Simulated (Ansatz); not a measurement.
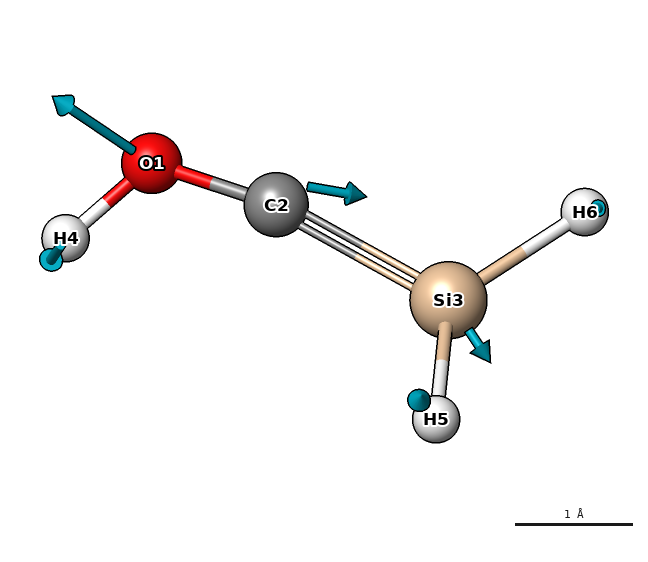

Arrows show the forces on the atoms, 0.5 Å of arrow for 1 eV/Å; forces under a tenth of the largest aren't drawn. The species has charge +1 and is a spin singlet. Level of theory: PBE-D4/def2-TZVPP (Ansatz 0.2.0).

**On which atom is the force largest, and how large is it?**

On O1: 2.07 eV/Å.

**Along which bond is the force strongest?**

O1–C2, now 1.229 Å: the forces push its atoms apart, so a first step downhill lengthens it.

List the force components in the frame of the picture (x right, y up, z towards the viewer), in eV/Å.

| atom | Fx | Fy | Fz |
| --- | --- | --- | --- |
| O1 | −1.40 | 0.94 | 1.19 |
| C2 | 1.03 | −0.18 | −0.32 |
| Si3 | 0.40 | −0.59 | 0.04 |
| H4 | −0.25 | −0.37 | −1.19 |
| H5 | 0.07 | 0.15 | 0.56 |
| H6 | 0.15 | 0.04 | −0.28 |
